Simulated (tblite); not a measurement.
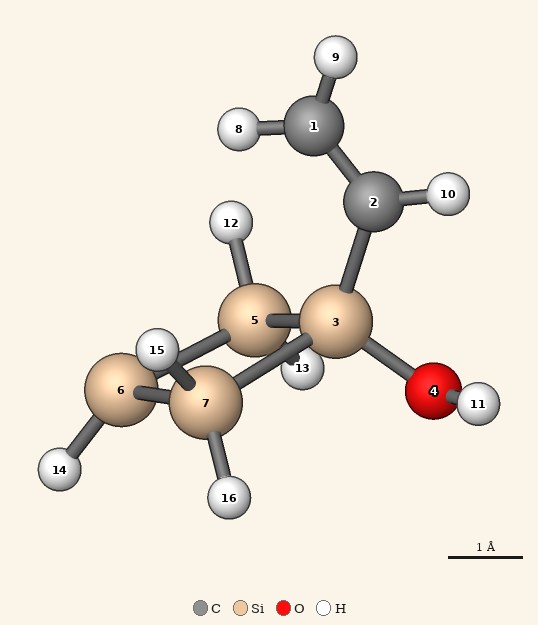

*The input geometry (ball-and-stick view, seen at an oblique angle; atoms are numbered from 1 in the order of the input).*

Bond lengths as drawn: C–C 1.32 Å, C–H 1.08 to 1.09 Å, C–Si 1.88 Å, H–O 0.95 Å, H–Si 1.47 to 1.48 Å, O–Si 1.65 Å and Si–Si 2.34 to 2.36 Å.

**Frequency calculation, with input and output: C2H9OSi4**

The run: frequency calculation of C2H9OSi4, multiplicity 2, SMILES C=C[Si]1(O)[SiH2][SiH][SiH2]1. Method and program: GFN2-xTB harmonic vibrations, gas phase (tblite 0.8.0).

It belongs to a series of runs on one base structure; here: H removed from Si.

Output:
```
mode    cm-1     km/mol
  1      43.3      0.08
  2      46.4      0.07
  3      99.1      0.40
  4     107.8      2.67
  5     156.5      4.26
  6     166.3      2.14
  7     215.6     32.36
  8     243.0     58.31
  9     247.8     30.27
 10     315.8      2.01
 11     320.5     15.03
 12     353.8     27.71
 13     363.7     16.08
 14     375.1     23.90
 15     375.8     13.68
 16     396.3      3.75
 17     426.4      9.54
 18     432.9      4.11
 19     447.1      3.89
 20     508.3    137.65
 21     543.8     28.95
 22     609.0    490.95
 23     704.2     34.66
 24     772.0    224.50
 25     835.5     83.16
 26     841.8    560.35
 27     856.8     33.58
 28     902.6      9.69
 29    1002.2      1.93
 30    1020.4     12.51
 31    1270.5      9.25
 32    1423.6      3.04
 33    1653.8     10.09
 34    2076.2    361.86
 35    2093.1    303.51
 36    2108.4    518.70
 37    2133.2    282.43
 38    2144.6    259.86
 39    2998.5     57.66
 40    3070.1     38.56
 41    3089.7     78.03
 42    3656.4      3.05
```

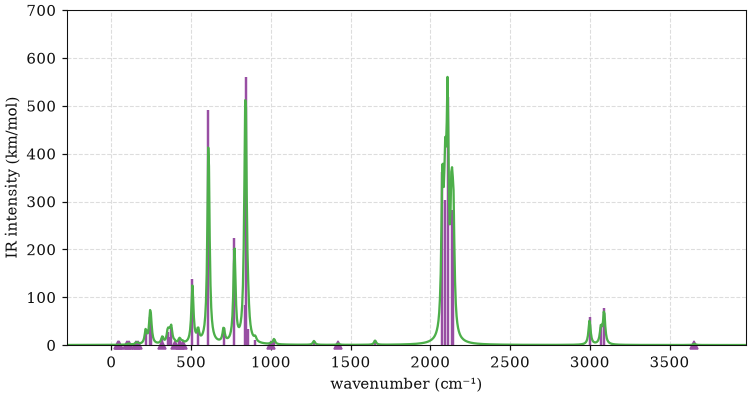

*Harmonic infrared spectrum, unscaled: sticks (degenerate modes added up, dark ones marked on the axis) with a Lorentzian envelope of 16 cm⁻¹ full width, scaled to the tallest stick.*

42 modes from 43 to 3656 cm⁻¹, none imaginary. The strongest line is at 842 cm⁻¹ (560 km/mol).

The run was set up as follows.

Input:
```
{"job": {"kind": "ir", "xc": "GFN2-xTB", "basis": "xTB"}, "charge": 0, "multiplicity": 2}
C      1.561448    -0.762301     1.956354
C      1.492546    -1.167640     0.697301
Si     0.328494    -0.405382    -0.569030
O      0.698608    -0.989015    -2.063934
Si     0.248869     1.928193    -0.781423
Si    -1.986360     1.772891    -0.102462
Si    -1.962248    -0.564832    -0.044948
H      0.943240     0.044981     2.317321
H      2.228408    -1.203711     2.681376
H      2.141221    -1.980371     0.384923
H      0.775410    -1.922536    -2.239981
H      1.066805     2.688921     0.182883
H      0.644823     2.525829    -2.067009
H     -3.092763     2.554821    -0.692823
H     -2.309948    -1.116038     1.276825
H     -2.786149    -1.394865    -0.946783
```

The first line tells a small driver script what to run in tblite; the rest is the geometry in Å.

Launch command:
```bash
OMP_NUM_THREADS=1 python <driver script> task.json out
```

Summary:

| quantity | value |
| --- | --- |
| outcome | converged |
| total energy | −537.2372 eV |
| zero-point energy | 59.2530 kcal/mol |
| hardware | 1 CPU thread, shared host |
| wall time | 0.72 s |
| peak memory | 0.18 GiB |
